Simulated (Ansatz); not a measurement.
| atom | x (Å) | y (Å) | z (Å) |
| --- | --- | --- | --- |
| C | 0.8781 | 1.8092 | 0.2298 |
| C | 0.9824 | 0.9077 | 1.4733 |
| C | -0.2604 | 0.0078 | 1.5457 |
| C | -0.4672 | -0.6718 | 0.1797 |
| Cl | 1.2816 | 0.0273 | -2.5261 |
| F | -1.2209 | 1.3914 | -1.7331 |
| Si | 0.0469 | 0.6791 | -1.0069 |
| H | 1.8436 | 2.2203 | -0.0966 |
| H | 0.2033 | 2.6620 | 0.4195 |
| H | 1.1040 | 1.4952 | 2.3969 |
| H | 1.8803 | 0.2706 | 1.3880 |
| H | -1.1405 | 0.6315 | 1.7819 |
| H | -0.1730 | -0.7280 | 2.3608 |
| H | -1.4918 | -1.0392 | 0.0221 |
| H | 0.2125 | -1.5324 | 0.0627 |

Geometry: PBE0-D3(BJ)/def2-SVP.

All numbers below come from Ansatz 0.2.0, isolated molecule in a Gaussian basis; Kohn-Sham density functional theory, functional PBE0.

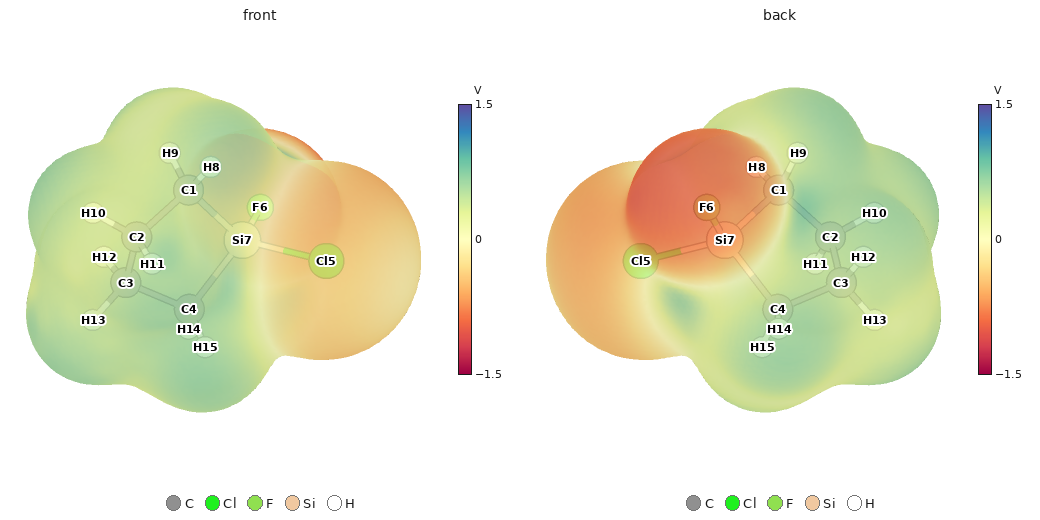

C4H8ClFSi (SMILES F[Si]1(Cl)CCCC1). The electrostatic potential painted on the density surface at 0.001 e/bohr³, seen from the front and from behind; the colour scale runs from red (negative) to blue (positive).

> Which sites attract a positive test charge, and which a negative one?

A positive charge is drawn to the negative regions and a negative charge to the positive ones. The most negative region (about −1.0 V, or −23 kcal/mol for a unit charge) lies over F6, the most positive (about +0.7 V, or +16 kcal/mol for a unit charge) over Si7, H9, H12 and H15.
